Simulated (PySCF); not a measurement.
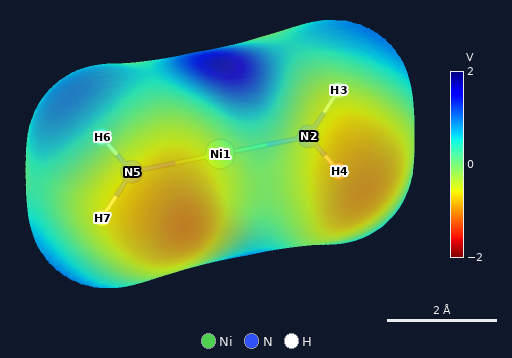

Figure 1: H₄N₂Ni (SMILES [NH2][Ni][NH2]) (triplet). The electrostatic potential painted on the density surface at 0.001 e/bohr³, seen at a tilt; red is negative and blue positive.

Geometry: BP86-D3(BJ)/def2-SVP.

Method: DFT single point, gas phase, functional PBE0 (PySCF 2.14.0, density-fitted response routines).

The calculation's input:

```
{"job": {"kind": "sp", "xc": "PBE0", "basis": "ma-def2-SVP", "d3": "d3bj", "grid": 2}, "charge": 0, "multiplicity": 3}
Ni     0.001007     0.001825    -0.007781
N      0.041339    -0.227035     1.765829
H      0.728981     0.179404     2.411170
H     -0.626564    -0.774197     2.321698
N     -0.039442     0.230506    -1.781478
H      0.628354     0.776841    -2.338163
H     -0.727478    -0.177328    -2.425539
```

Run with:

```sh
OMP_NUM_THREADS=1 python redox_run.py task.json out
```

**Describe the electrostatic potential map.**

The most negative region (about −1.0 V, or −23 kcal/mol for a unit charge) lies over N2 and N5, the most positive (about +1.7 V, or +39 kcal/mol for a unit charge) over Ni1.
